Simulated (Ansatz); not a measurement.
## SiO2 (C2): refractive index against wavelength

The refractive index of SiO2 (C2) along x below the direct gap (6.07 eV on the mesh) is read from one computed spectrum, n = √(Re ε). x, y and z are the Cartesian axes of the input cell.

It takes space group C2 (No. 5, monoclinic). Conventional cell: a = 8.515 Å, b = 4.917 Å, c = 5.407 Å, α = 90.00°, β = 90.00°, γ = 90.00°. Si on site c has 4 O at 1.60 to 1.62 Å as nearest neighbours. Si on site b has 4 O at 1.61 Å as nearest neighbours. O on site c has 2 Si at 1.61 to 1.62 Å as nearest neighbours. Around O on site c lie 2 Si at 1.60 to 1.61 Å. O on site c is surrounded by 2 Si at 1.61 Å.

Method: Ansatz 0.2.0, LDA, independent particles, k-mesh 6×6×4 with interpolation inside its cells, Gaussian parameter 0.1 eV.

Launch of the response step: `ansatz run input.yaml --threads 4 --pin off --max-ram 8192MiB --backend cpu --events-out ev --progress --plain --runs-dir out`. The run took 89 s, on 4 threads of Intel(R) Xeon(R) Processor @ 2.50GHz (Skylake/Cascade Lake), with other jobs on the host.

| wavelength (nm) | photon energy E (eV) | n |
| --- | --- | --- |
| 700 | 1.771 | 1.6303 |
| 633 | 1.959 | 1.6327 |
| 532 | 2.331 | 1.6382 |
| 450 | 2.755 | 1.6459 |
| 405 | 3.061 | 1.6525 |
| 365 | 3.397 | ? |
| 308 | 4.025 | 1.6799 |

In the single-oscillator model n² − 1 = E₀E_d/(E₀² − E²), so 1/(n² − 1) = E₀/E_d − E²/(E₀E_d) is linear in E².

Working, on the rows shown:

| x = E² (eV²) | y = 1/(n² − 1) |
| --- | --- |
| 3.13716 | 0.603181 |
| 3.83641 | 0.600345 |
| 5.43137 | 0.59393 |
| 7.59115 | 0.585142 |
| 9.37179 | 0.577782 |
| 16.2043 | 0.548828 |

Means: x̄ = 7.5954, ȳ = 0.58487. Σ(x − x̄)(y − ȳ) = -0.4823, Σ(x − x̄)² = 116. Slope = -0.4823 / 116 = -0.004159; intercept = ȳ − slope · x̄ = 0.61646. Turned back into n, the line misses the rows shown by at most 0.00027.

Q: What does the fit predict for the withheld row, and how well does it do?

A: At x = 11.538 the line gives y = 0.56847, that is 1.6611. The run gave 1.6608, so the interpolation is off by 0.00026, 0.5 % of the range in the table.

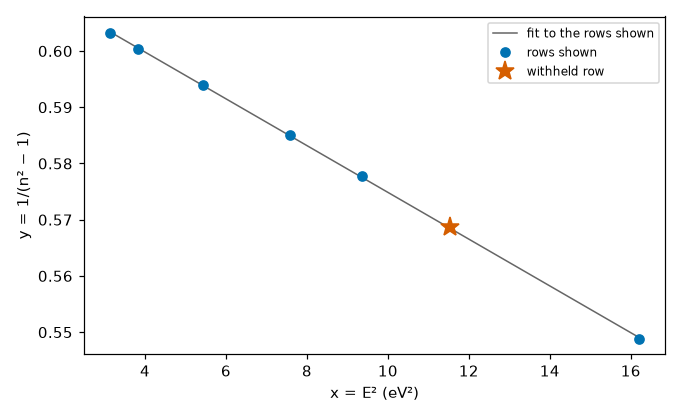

Refitted with all rows, the slope is -0.004152 and the intercept 0.61644. These give E₀ = √(intercept/−slope) = 12.18 eV and E_d = E₀/intercept = 19.8 eV; E₀ is 2.0 times the direct gap. The electronic limit at long wavelengths, without lattice vibrations, is n = √(1 + 1/intercept) = 1.619. Excitons are left out and so are local fields; LDA gaps are as a rule too small.
